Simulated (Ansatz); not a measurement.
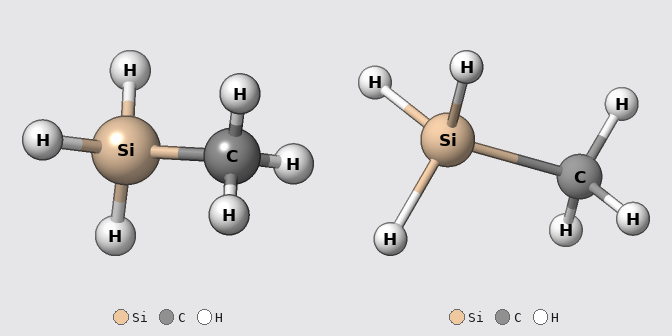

Both panels show the same species.

The geometry was computed by an optimisation with PBE0-D4/def2-TZVP.

> What is the molecular formula?

CH₆Si, 8 atoms: 1 carbon, 6 hydrogen and 1 silicon.

> How many atoms are distinct by symmetry?

4: 1 Si, 1 C, 3 H, 3 H.

> What is the point group of this geometry?

C3v.

The parts below concern this one geometry. Atoms keep their numbers from picture to picture.

## Shape

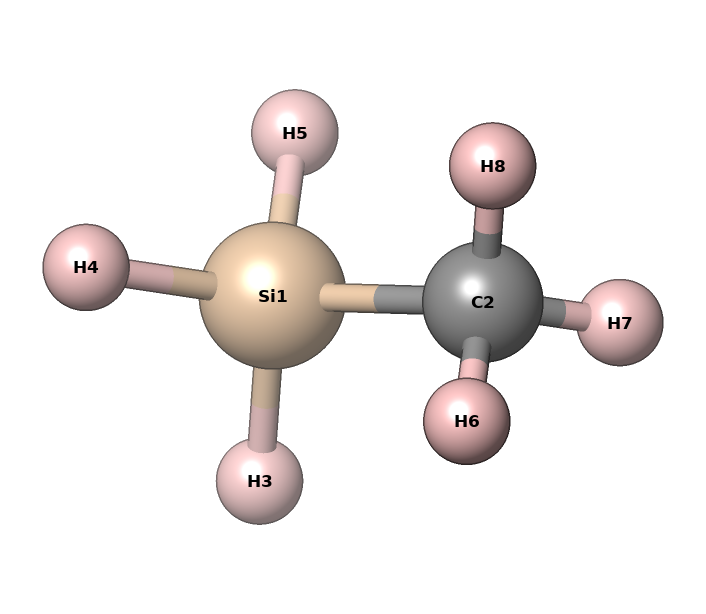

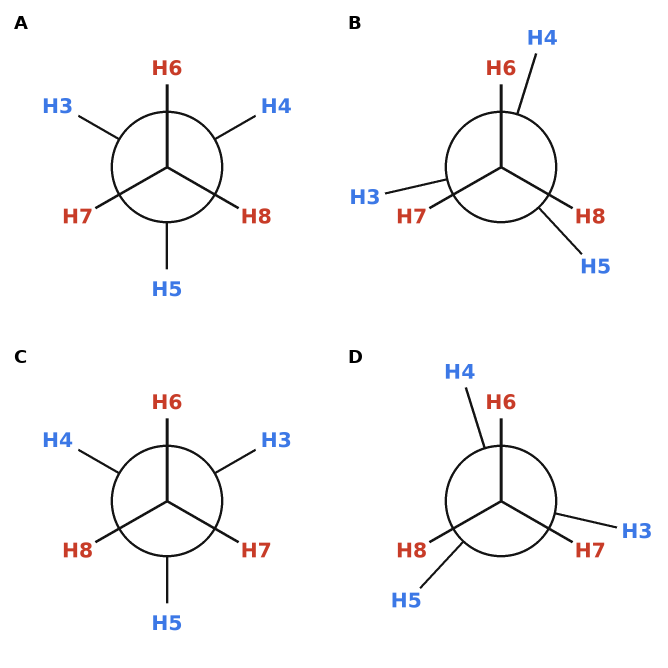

Atoms fade into the background with distance from the viewer. Bonds that would overlap in a projection are set slightly apart.

> Which Newman projection shows the view along C2–Si1, with C2 in front?

A. The torsion angle H6–C2–Si1–H3 is −60°, synclinal (gauche).

## Vibrations

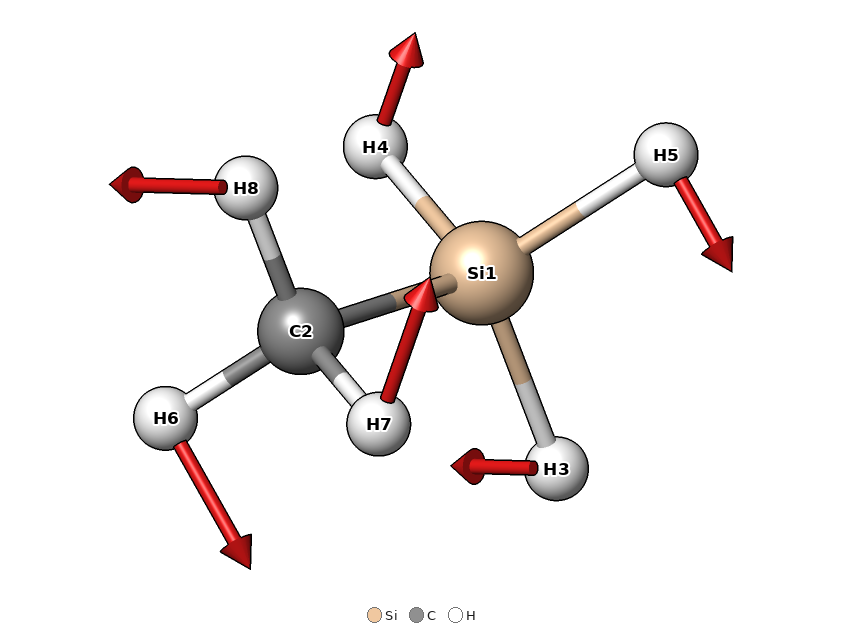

The arrows show one normal mode. Harmonic vibrations computed with RKS PBE0-D4/def2-TZVP (Ansatz 0.2.0) at a stationary point of the same level.

> What kind of motion is it?

A torsion or out-of-plane motion in which bond lengths and bond angles hardly change.

> At what wavenumber does it lie?

198 cm⁻¹; it is mode 1 of 18 counted from the lowest.

## Thermal motion

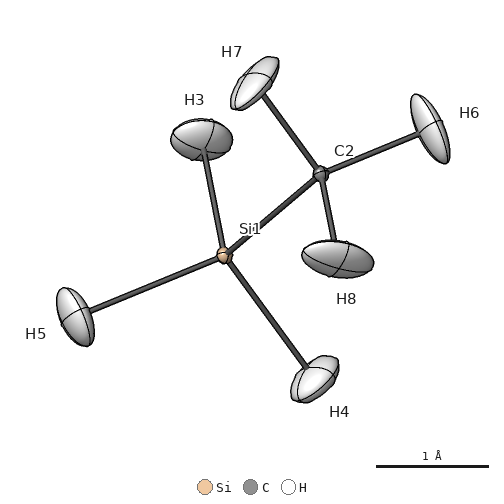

Displacement ellipsoids at the 50 % level, from the internal vibrations of the free molecule (harmonic, no overall translation or rotation; no half-axis is drawn under 0.075 Å). Vibrations computed with RKS PBE0-D4/def2-TZVP (Ansatz 0.2.0). Temperature: 298 K.

> Which atom moves most?

H6, H7, H8, with U_eq = 0.0247 Å².

> Does H6 move more along its bond or across it?

Across it: the root-mean-square amplitude is 0.073 Å along the bond and up to 0.222 Å across, since bending and torsion are softer than stretching.

List U_eq and the three principal root-mean-square amplitudes for each kind of atom.

```csv
atom,U_eq (Å²),rms amplitudes (Å)
Si1,0.00019,"0.011, 0.011, 0.018"
C2,0.00070,"0.020, 0.020, 0.036"
"H3, H4, H5",0.0219,"0.086, 0.156, 0.185"
"H6, H7, H8",0.0247,"0.073, 0.140, 0.222"
```

## Charges

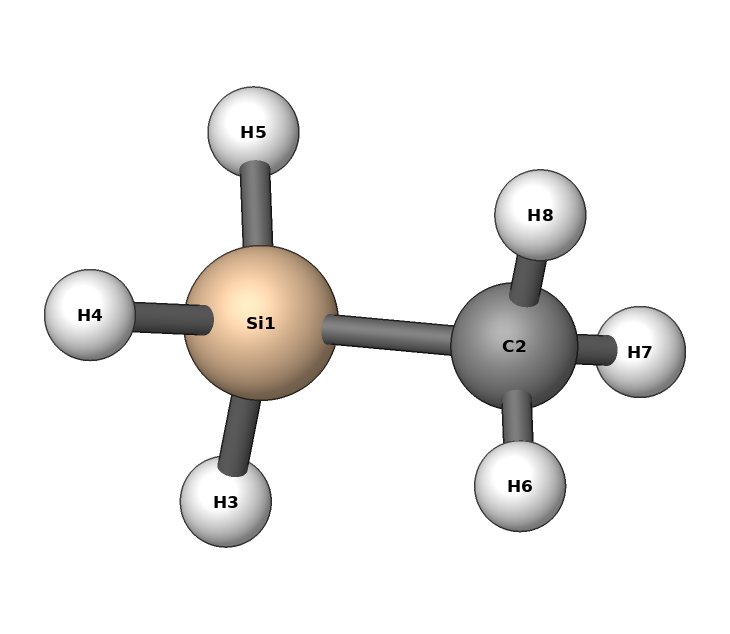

The questions are on Mulliken charges. Method: RKS PBE0-D4/def2-TZVP (Ansatz 0.2.0).

List the Mulliken charges.

```csv
atom,value (e)
Si1,0.16
C2,−0.50
H3,−0.03
H4,−0.03
H5,−0.03
H6,0.14
H7,0.14
H8,0.14
```

Mulliken values depend strongly on the basis set and can even reverse the polarity of a bond.
